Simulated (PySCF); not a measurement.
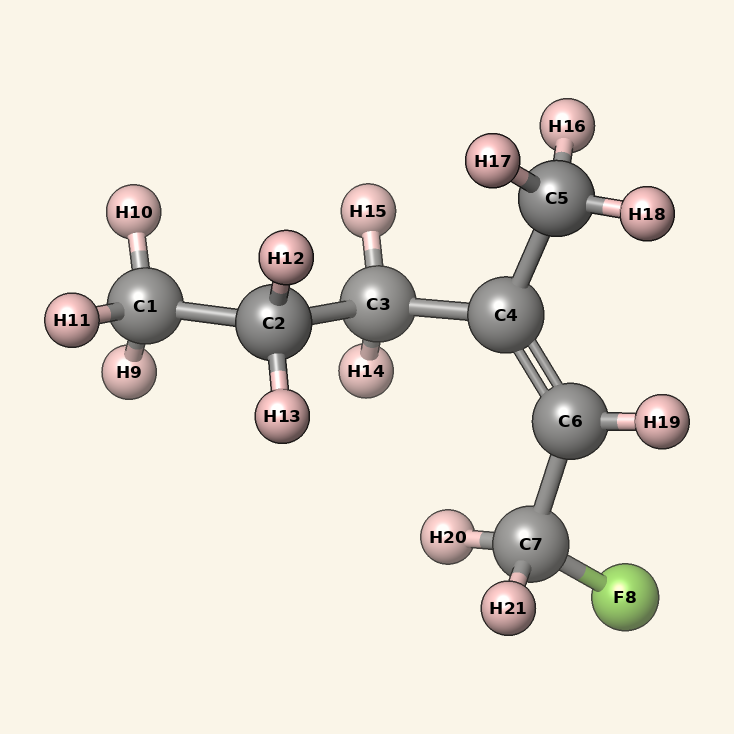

Atoms fade into the background with distance from the viewer. The computed structure is the end point of a PBE0-D3(BJ)/def2-SVP optimisation. No frequency run is at hand to confirm it as a minimum.

Question: Which atoms or bonds are stereogenic?

Answer: Double bonds: C4=C6.

Question: What are the Cahn–Ingold–Prelog descriptors?

Answer: C4=C6: Z.
